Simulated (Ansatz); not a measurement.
# Mo2(NH2)6 (Mo2N6H12): geometry, orbitals and charge

What does Mo2(NH2)6 (Mo2N6H12) look like as a singlet, and where do its frontier electrons sit?

Computed with Ansatz 0.2.0, Gaussian basis. Level: RKS PBE0-D4/def2-TZVP.

Plan: relaxation at PBE-D4/def2-SVP; a single point at PBE0-D4/def2-TZVP.

4 further runs of the same task are left out: 1 that didn't finish, 3 set aside as unsound or not needed.

## Step 1: Where the work starts

20 atoms, charge 0, spin multiplicity 1.

Atoms are counted from 1 here; the program's logs count them from 0.

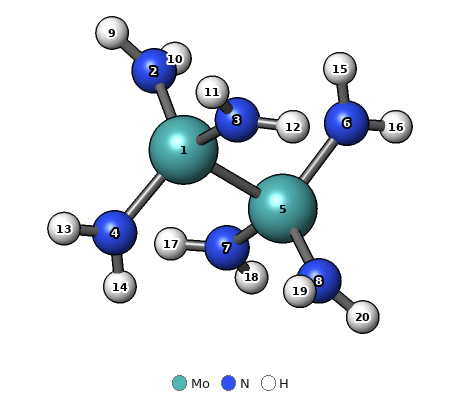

Start geometry, drawn with molybdenum teal, nitrogen blue, hydrogen white; atoms are numbered from 1 in the order of the file.

Coordinates:

```csv
atom,x (Å),y (Å),z (Å)
Mo1,-0.22945,-0.77509,0.88778
N2,-2.14303,-0.91778,0.75422
N3,0.46060,0.19667,2.39774
N4,0.79013,-2.29855,0.30470
Mo5,0.22886,0.77618,-0.88792
N6,-0.93450,2.22932,-0.40205
N7,-0.28897,-0.26785,-2.41844
N8,2.11519,1.05887,-0.63639
H9,-2.70605,-1.50838,1.37636
H10,-2.77276,-0.46636,0.09479
H11,0.43751,-0.16722,3.35681
H12,0.88833,1.11960,2.42247
H13,0.83361,-3.17921,0.82926
H14,1.37016,-2.39872,-0.52519
H15,-1.55439,2.30971,0.40046
H16,-1.01445,3.09228,-0.95120
H17,-0.66414,-1.21253,-2.44979
H18,-0.22578,0.08006,-3.38159
H19,2.73575,0.64306,0.05431
H20,2.67338,1.68594,-1.22636
```

Mo takes a core potential in the def2 sets. No spin-orbit coupling is included.

The start is a GFN2-xTB geometry.

## Step 2: Relaxation at PBE-D4/def2-SVP

in.yaml reads:

```yaml
crystal:
  periodic: [false, false, false]
  atoms:
    - {symbol: Mo, position_ang: [-0.229450, -0.775090, 0.887780]}
    - {symbol: N, position_ang: [-2.143030, -0.917780, 0.754220]}
    - {symbol: N, position_ang: [0.460600, 0.196670, 2.397740]}
    - {symbol: N, position_ang: [0.790130, -2.298550, 0.304700]}
    - {symbol: Mo, position_ang: [0.228860, 0.776180, -0.887920]}
    - {symbol: N, position_ang: [-0.934500, 2.229320, -0.402050]}
    - {symbol: N, position_ang: [-0.288970, -0.267850, -2.418440]}
    - {symbol: N, position_ang: [2.115190, 1.058870, -0.636390]}
    - {symbol: H, position_ang: [-2.706050, -1.508380, 1.376360]}
    - {symbol: H, position_ang: [-2.772760, -0.466360, 0.094790]}
    - {symbol: H, position_ang: [0.437510, -0.167220, 3.356810]}
    - {symbol: H, position_ang: [0.888330, 1.119600, 2.422470]}
    - {symbol: H, position_ang: [0.833610, -3.179210, 0.829260]}
    - {symbol: H, position_ang: [1.370160, -2.398720, -0.525190]}
    - {symbol: H, position_ang: [-1.554390, 2.309710, 0.400460]}
    - {symbol: H, position_ang: [-1.014450, 3.092280, -0.951200]}
    - {symbol: H, position_ang: [-0.664140, -1.212530, -2.449790]}
    - {symbol: H, position_ang: [-0.225780, 0.080060, -3.381590]}
    - {symbol: H, position_ang: [2.735750, 0.643060, 0.054310]}
    - {symbol: H, position_ang: [2.673380, 1.685940, -1.226360]}
basis:
  gaussian: {orbitals: def2-SVP}
hamiltonian: {xc: pbe, dispersion: d4}
scf: {lower_state_search: "off"}
output: {orbitals: {seedname: orbitals}}
relax: {f_tol: 0.02, max_steps: 100}
```

Run with:

```
$ ansatz run in.yaml --threads 4 --pin off --events-out ev --progress --plain --max-ram 8704MiB
```

Log:

```text
Functional definition: PBE
  name "PBE"
  cite "Perdew, Burke & Ernzerhof, Phys. Rev. Lett. 77, 3865 (1996) doi:10.1103/PhysRevLett.77.3865"
  parent pbe
  parameter kappa = 0.804
  parameter beta = 0.06672455060314922
  exchange = pbe_x(kappa = kappa, mu = beta*pi^2/3)
  correlation = pbe_c(beta = beta)
these checks for a lower state are left out or cut short: stability, starts, cluster_reference, orbital_swaps, neighbouring_geometries, increment
2334 factors; their error is unknown
mean field evaluation 1: about -12796.5441 eV, gradient 1.4e2 eV
mean field evaluation 2: about -12596.3427 eV, gradient 2.9e2 eV
mean field evaluation 4: about -12833.3985 eV, gradient 3.3e1 eV
mean field evaluation 8: about -12836.2315 eV, gradient 9.1e-1 eV
mean field evaluation 16: about -12836.1377 eV, gradient 1.6e-2 eV
mean field -12836.13772323 eV, -471.7193606821 hartree, gradient 7.6e-6 eV, S^2 0.000000; 0 other end points of the search recorded, 0 dependent functions left out
the calculation of the forces begins
reference -12836.13782538 eV, -471.7193644359 hartree; 41, 41 occupied and 165, 165 virtual orbitals, 2334 factors
relax step   1: F+E_penalty+E_count = -12836.83860298 eV  Δ(F+E_penalty+E_count) = +0.000e0 eV  max|allowed force component| = 2.938e0 eV/Å  Δτ_max = 0.0000 Å  (25 SCF iters, accepted)
these checks for a lower state are left out or cut short: stability, starts, cluster_reference, orbital_swaps, neighbouring_geometries, increment
2334 factors; their error is unknown
mean field evaluation 32: about -12836.3528 eV, gradient 8.4e-2 eV
mean field -12836.25401781 eV, -471.7236344291 hartree, gradient 1.5e-6 eV, S^2 0.000000; 0 other end points of the search recorded, 0 dependent functions left out
the calculation of the forces begins
reference -12836.25411945 eV, -471.7236381643 hartree; 41, 41 occupied and 165, 165 virtual orbitals, 2334 factors
relax step   2: F+E_penalty+E_count = -12836.97244039 eV  Δ(F+E_penalty+E_count) = -1.338e-1 eV  max|allowed force component| = 4.175e0 eV/Å  Δτ_max = 0.1754 Å  (27 SCF iters, accepted)
these checks for a lower state are left out or cut short: stability, starts, cluster_reference, orbital_swaps, neighbouring_geometries, increment
2334 factors; their error is unknown
mean field -12836.64856866 eV, -471.7381339054 hartree, gradient 1.1e-6 eV, S^2 0.000000; 0 other end points of the search recorded, 0 dependent functions left out
the calculation of the forces begins
reference -12836.64867026 eV, -471.7381376392 hartree; 41, 41 occupied and 165, 165 virtual orbitals, 2334 factors
relax step   3: F+E_penalty+E_count = -12837.35234368 eV  Δ(F+E_penalty+E_count) = -3.799e-1 eV  max|allowed force component| = 1.728e-1 eV/Å  Δτ_max = 0.0788 Å  (28 SCF iters, accepted)
these checks for a lower state are left out or cut short: stability, starts, cluster_reference, orbital_swaps, neighbouring_geometries, increment
2334 factors; their error is unknown
mean field -12836.65619245 eV, -471.7384140744 hartree, gradient 2.7e-6 eV, S^2 0.000000; 0 other end points of the search recorded, 0 dependent functions left out
the calculation of the forces begins
reference -12836.65629403 eV, -471.7384178076 hartree; 41, 41 occupied and 165, 165 virtual orbitals, 2334 factors
relax step   4: F+E_penalty+E_count = -12837.36516343 eV  Δ(F+E_penalty+E_count) = -1.282e-2 eV  max|allowed force component| = 8.886e-2 eV/Å  Δτ_max = 0.0345 Å  (22 SCF iters, accepted)
these checks for a lower state are left out or cut short: stability, starts, cluster_reference, orbital_swaps, neighbouring_geometries, increment
2334 factors; their error is unknown
mean field -12836.66220361 eV, -471.7386349807 hartree, gradient 1.0e-6 eV, S^2 0.000000; 0 other end points of the search recorded, 0 dependent functions left out
the calculation of the forces begins
reference -12836.66230525 eV, -471.7386387157 hartree; 41, 41 occupied and 165, 165 virtual orbitals, 2334 factors
relax step   5: F+E_penalty+E_count = -12837.37310031 eV  Δ(F+E_penalty+E_count) = -7.937e-3 eV  max|allowed force component| = 7.968e-2 eV/Å  Δτ_max = 0.0567 Å  (22 SCF iters, accepted)
these checks for a lower state are left out or cut short: stability, starts, cluster_reference, orbital_swaps, neighbouring_geometries, increment
2334 factors; their error is unknown
mean field evaluation 64: about -12836.6952 eV, gradient 2.3e-4 eV
mean field -12836.69515557 eV, -471.7398459426 hartree, gradient 2.3e-6 eV, S^2 0.000000; 0 other end points of the search recorded, 0 dependent functions left out
the calculation of the forces begins
reference -12836.69525703 eV, -471.7398496715 hartree; 41, 41 occupied and 165, 165 virtual orbitals, 2334 factors
relax step   6: F+E_penalty+E_count = -12837.40725042 eV  Δ(F+E_penalty+E_count) = -3.415e-2 eV  max|allowed force component| = 2.577e-1 eV/Å  Δτ_max = 0.1951 Å  (27 SCF iters, accepted)
these checks for a lower state are left out or cut short: stability, starts, cluster_reference, orbital_swaps, neighbouring_geometries, increment
2334 factors; their error is unknown
mean field -12836.71990534 eV, -471.7407554799 hartree, gradient 1.7e-6 eV, S^2 0.000000; 0 other end points of the search recorded, 0 dependent functions left out
the calculation of the forces begins
reference -12836.72000649 eV, -471.7407591970 hartree; 41, 41 occupied and 165, 165 virtual orbitals, 2334 factors
relax step   7: F+E_penalty+E_count = -12837.42886576 eV  Δ(F+E_penalty+E_count) = -2.162e-2 eV  max|allowed force component| = 3.615e-1 eV/Å  Δτ_max = 0.1961 Å  (28 SCF iters, accepted)
these checks for a lower state are left out or cut short: stability, starts, cluster_reference, orbital_swaps, neighbouring_geometries, increment
2334 factors; their error is unknown
mean field -12836.73506109 eV, -471.7413124434 hartree, gradient 1.4e-6 eV, S^2 0.000000; 0 other end points of the search recorded, 0 dependent functions left out
the calculation of the forces begins
reference -12836.73516217 eV, -471.7413161583 hartree; 41, 41 occupied and 165, 165 virtual orbitals, 2334 factors
relax step   8: F+E_penalty+E_count = -12837.44325222 eV  Δ(F+E_penalty+E_count) = -1.439e-2 eV  max|allowed force component| = 2.842e-1 eV/Å  Δτ_max = 0.0837 Å  (22 SCF iters, accepted)
these checks for a lower state are left out or cut short: stability, starts, cluster_reference, orbital_swaps, neighbouring_geometries, increment
2334 factors; their error is unknown
mean field -12836.74791024 eV, -471.7417846410 hartree, gradient 1.0e-6 eV, S^2 0.000000; 0 other end points of the search recorded, 0 dependent functions left out
the calculation of the forces begins
reference -12836.74801021 eV, -471.7417883150 hartree; 41, 41 occupied and 165, 165 virtual orbitals, 2334 factors
relax step   9: F+E_penalty+E_count = -12837.45939590 eV  Δ(F+E_penalty+E_count) = -1.614e-2 eV  max|allowed force component| = 1.624e-1 eV/Å  Δτ_max = 0.1609 Å  (22 SCF iters, accepted)
these checks for a lower state are left out or cut short: stability, starts, cluster_reference, orbital_swaps, neighbouring_geometries, increment
2334 factors; their error is unknown
mean field evaluation 96: about -12836.7552 eV, gradient 1.0e-6 eV
mean field -12836.75520889 eV, -471.7420528614 hartree, gradient 1.0e-6 eV, S^2 0.000000; 0 other end points of the search recorded, 0 dependent functions left out
the calculation of the forces begins
reference -12836.75530907 eV, -471.7420565429 hartree; 41, 41 occupied and 165, 165 virtual orbitals, 2334 factors
relax step  10: F+E_penalty+E_count = -12837.46458385 eV  Δ(F+E_penalty+E_count) = -5.188e-3 eV  max|allowed force component| = 1.410e-1 eV/Å  Δτ_max = 0.0402 Å  (24 SCF iters, accepted)
these checks for a lower state are left out or cut short: stability, starts, cluster_reference, orbital_swaps, neighbouring_geometries, increment
2334 factors; their error is unknown
mean field -12836.75601768 eV, -471.7420825840 hartree, gradient 2.9e-6 eV, S^2 0.000000; 0 other end points of the search recorded, 0 dependent functions left out
the calculation of the forces begins
reference -12836.75611773 eV, -471.7420862606 hartree; 41, 41 occupied and 165, 165 virtual orbitals, 2334 factors
relax step  11: F+E_penalty+E_count = -12837.46707431 eV  Δ(F+E_penalty+E_count) = -2.490e-3 eV  max|allowed force component| = 8.761e-2 eV/Å  Δτ_max = 0.0214 Å  (24 SCF iters, accepted)
these checks for a lower state are left out or cut short: stability, starts, cluster_reference, orbital_swaps, neighbouring_geometries, increment
2334 factors; their error is unknown
mean field -12836.75639657 eV, -471.7420965081 hartree, gradient 2.0e-6 eV, S^2 0.000000; 0 other end points of the search recorded, 0 dependent functions left out
the calculation of the forces begins
reference -12836.75649652 eV, -471.7421001811 hartree; 41, 41 occupied and 165, 165 virtual orbitals, 2334 factors
relax step  12: F+E_penalty+E_count = -12837.46759449 eV  Δ(F+E_penalty+E_count) = -5.202e-4 eV  max|allowed force component| = 1.194e-2 eV/Å  Δτ_max = 0.0123 Å  (24 SCF iters, accepted)
Total energy: -12837.46769443 eV, -471.7682362223 hartree
Atom 0 at    -0.210519    -0.712637     0.815801 Å, force    -0.002662    -0.009476     0.011941 eV/Å
Atom 1 at    -2.144826    -0.473892     1.043950 Å, force     0.000395     0.002635    -0.002103 eV/Å
Atom 2 at     0.927323    -0.002684     2.248231 Å, force     0.000990     0.001072    -0.001960 eV/Å
Atom 3 at     0.366431    -2.404323     0.005966 Å, force    -0.000559     0.001006    -0.001580 eV/Å
Atom 4 at     0.210525     0.712588    -0.815814 Å, force     0.002642     0.009687    -0.011942 eV/Å
Atom 5 at    -1.307014     1.945452    -0.649263 Å, force    -0.001184    -0.002338     0.002315 eV/Å
Atom 6 at     0.196558    -0.476441    -2.376757 Å, force     0.000489    -0.001095     0.001537 eV/Å
Atom 7 at     1.961532     1.411835    -0.272166 Å, force    -0.000928    -0.000847     0.002166 eV/Å
Atom 8 at    -2.680109    -0.975841     1.762526 Å, force    -0.002022    -0.000902     0.002049 eV/Å
Atom 9 at    -2.782829     0.057016     0.440977 Å, force     0.000141    -0.000047     0.000865 eV/Å
Atom 10 at     1.001271    -0.455257     3.167238 Å, force     0.001143    -0.000426     0.002214 eV/Å
Atom 11 at     1.440263     0.885766     2.254567 Å, force    -0.000041    -0.000913     0.000159 eV/Å
Atom 12 at     0.279096    -3.304643     0.492422 Å, force     0.000104    -0.003200     0.000455 eV/Å
Atom 13 at     0.873400    -2.532505    -0.876646 Å, force    -0.000363     0.000287    -0.000292 eV/Å
Atom 14 at    -2.000379     1.982090     0.105982 Å, force    -0.000029     0.000067    -0.000952 eV/Å
Atom 15 at    -1.447062     2.735386    -1.290530 Å, force    -0.001105     0.002094    -0.001707 eV/Å
Atom 16 at    -0.092906    -1.460131    -2.408867 Å, force     0.000421     0.000310     0.000061 eV/Å
Atom 17 at     0.393597    -0.139170    -3.326645 Å, force     0.000608    -0.000392    -0.002643 eV/Å
Atom 18 at     2.563538     1.067094     0.483608 Å, force    -0.000306     0.000099     0.000437 eV/Å
Atom 19 at     2.452110     2.140300    -0.804610 Å, force     0.002263     0.002380    -0.001019 eV/Å
Dipole moment:     0.000030     0.000011    -0.000002 e Å
Checks for a lower state left out: stability, starts, cluster_reference, orbital_swaps, neighbouring_geometries, increment
```

It took 38 s on 4 threads of Arm Neoverse V2, shared host.

Relaxation path:

```csv
step,energy from step 1 (eV),largest force component (eV/Å)
1,0.0000,2.9380
2,-0.1338,4.1755
3,-0.5137,0.1728
4,-0.5266,0.0889
5,-0.5345,0.0797
6,-0.5686,0.2577
7,-0.5903,0.3615
8,-0.6046,0.2842
9,-0.6208,0.1624
10,-0.6260,0.1410
11,-0.6285,0.0876
12,-0.6290,0.0119
```

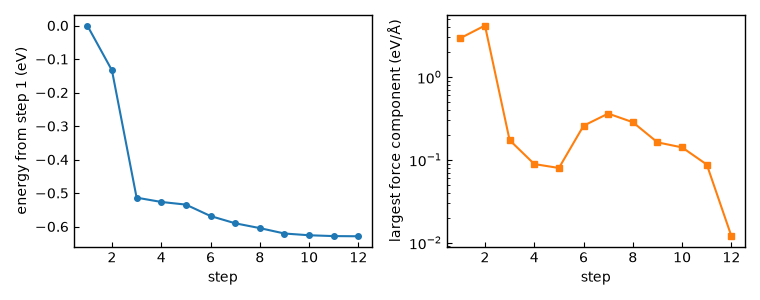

Energy and largest force along the relaxation.

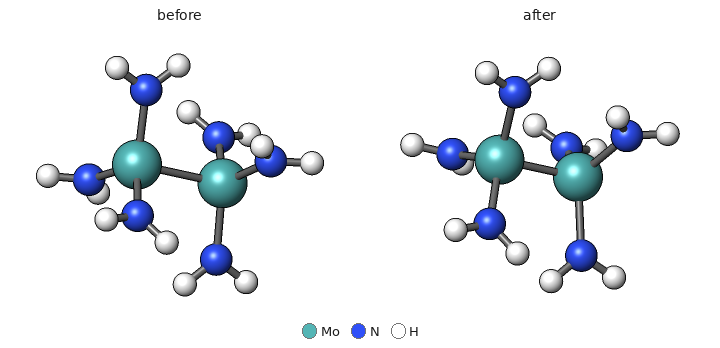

The geometry before (left) and after (right).

Close pairs (by a distance rule), those that changed most:

```csv
bond,before (Å),after (Å),change (Å)
Mo1–Mo5,2.402,2.207,-0.195
Mo1–N2,1.924,1.962,+0.039
Mo1–N3,1.924,1.962,+0.039
Mo1–N4,1.924,1.962,+0.039
Mo5–N7,1.924,1.962,+0.039
Mo5–N6,1.924,1.962,+0.038
Mo5–N8,1.924,1.962,+0.038
N7–H17,1.017,1.026,+0.009
```

Bonds by kind at the end (by distance):

```csv
bond,count,shortest (Å),longest (Å)
Mo–N,6,1.962,1.962
Mo–Mo,1,2.207,2.207
H–N,12,1.026,1.027
```

## Step 3: Single point, PBE0-D4/def2-TZVP

start.molden holds the orbitals of an earlier run on this state, given as this run's starting guess.

in.yaml reads:

```yaml
crystal:
  periodic: [false, false, false]
  atoms:
    - {symbol: Mo, position_ang: [-0.210519, -0.712637, 0.815801]}
    - {symbol: N, position_ang: [-2.144826, -0.473892, 1.043950]}
    - {symbol: N, position_ang: [0.927323, -0.002684, 2.248231]}
    - {symbol: N, position_ang: [0.366431, -2.404323, 0.005966]}
    - {symbol: Mo, position_ang: [0.210525, 0.712588, -0.815814]}
    - {symbol: N, position_ang: [-1.307014, 1.945452, -0.649263]}
    - {symbol: N, position_ang: [0.196558, -0.476441, -2.376757]}
    - {symbol: N, position_ang: [1.961532, 1.411835, -0.272166]}
    - {symbol: H, position_ang: [-2.680109, -0.975841, 1.762526]}
    - {symbol: H, position_ang: [-2.782829, 0.057016, 0.440977]}
    - {symbol: H, position_ang: [1.001271, -0.455257, 3.167238]}
    - {symbol: H, position_ang: [1.440263, 0.885766, 2.254567]}
    - {symbol: H, position_ang: [0.279096, -3.304643, 0.492422]}
    - {symbol: H, position_ang: [0.873400, -2.532505, -0.876646]}
    - {symbol: H, position_ang: [-2.000379, 1.982090, 0.105982]}
    - {symbol: H, position_ang: [-1.447062, 2.735386, -1.290530]}
    - {symbol: H, position_ang: [-0.092906, -1.460131, -2.408867]}
    - {symbol: H, position_ang: [0.393597, -0.139170, -3.326645]}
    - {symbol: H, position_ang: [2.563538, 1.067094, 0.483608]}
    - {symbol: H, position_ang: [2.452110, 2.140300, -0.804610]}
basis:
  gaussian: {orbitals: def2-TZVP, initial_orbitals: start.molden}
hamiltonian: {xc: pbe0, dispersion: d4}
scf: {omitted_lower_state_checks: [starts]}
output: {orbitals: {seedname: orbitals}}
```

Launched as before.

Log:

```text
Functional definition: PBE0
  name "PBE0"
  cite "Adamo & Barone, J. Chem. Phys. 110, 6158 (1999) doi:10.1063/1.478522"
  cite "Perdew, Burke & Ernzerhof, Phys. Rev. Lett. 77, 3865 (1996) doi:10.1103/PhysRevLett.77.3865"
  parent pbe
  parameter a = 0.25
  parameter kappa = 0.804
  parameter beta = 0.06672455060314922
  exchange = (1 - a)*pbe_x(kappa = kappa, mu = beta*pi^2/3) + a*exact_x
  correlation = pbe_c(beta = beta)
these checks for a lower state are left out or cut short: starts
2214 factors; their error is unknown
mean field evaluation 1: about -12840.4607 eV, gradient 1.6e2 eV
mean field evaluation 2: about -12845.3591 eV, gradient 5.6e0 eV
mean field evaluation 4: about -12845.6151 eV, gradient 5.7e-1 eV
mean field evaluation 8: about -12845.6156 eV, gradient 1.1e-5 eV
mean field -12845.61562338 eV, -472.0676670883 hartree, gradient 1.1e-5 eV, S^2 0.000000; 0 other end points of the search recorded, 0 dependent functions left out
reference -12845.61569917 eV, -472.0676698736 hartree; 41, 41 occupied and 297, 297 virtual orbitals, 2214 factors
Total energy: -12846.23270614 eV, -472.0903444615 hartree
Checks for a lower state left out: starts
```

Wall time 11 s (4 threads of Arm Neoverse V2, shared host); peak memory 1.5 GiB.

Report: HOMO -6.20 eV, LUMO -0.58 eV.

Mulliken charges, from this run's orbitals:

Mo1 1.12; N2 -0.85; N3 -0.85; N4 -0.85; Mo5 1.12; N6 -0.85; N7 -0.85; N8 -0.85; H9 0.23; H10 0.24; H11 0.23; H12 0.24; H13 0.23; H14 0.24; H15 0.24; H16 0.23; H17 0.24; H18 0.23; H19 0.24; H20 0.23

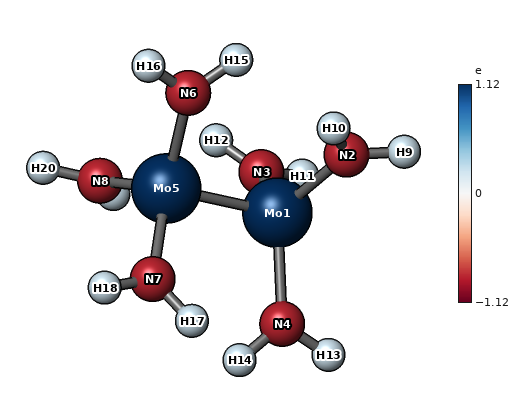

Mulliken charges, from this run's orbitals, as colours on the atoms.

Largest Mayer bond orders: Mo1–Mo5 2.73; Mo1–N2 0.98; Mo1–N3 0.98; Mo1–N4 0.98; Mo5–N6 0.98; Mo5–N7 0.98; Mo5–N8 0.98; N2–H9 0.91; N3–H11 0.91; N4–H13 0.91.

## Step 4: Outcome

| quantity | value |
| --- | --- |
| point group | D3 |
| commonest bond, hydrogen aside | Mo–N, 6 of mean length 1.962 Å |
| HOMO, LUMO at PBE0-D4/def2-TZVP | -6.20, -0.58 eV |
| dipole at PBE-D4/def2-SVP | 0.00 D |

**Reading.** The molecule keeps its bonding pattern by the stored test; the atoms moved 0.58 Å (rms). No usable vibrations, so a minimum isn't proven. Whether this spin is the lowest isn't tested here.
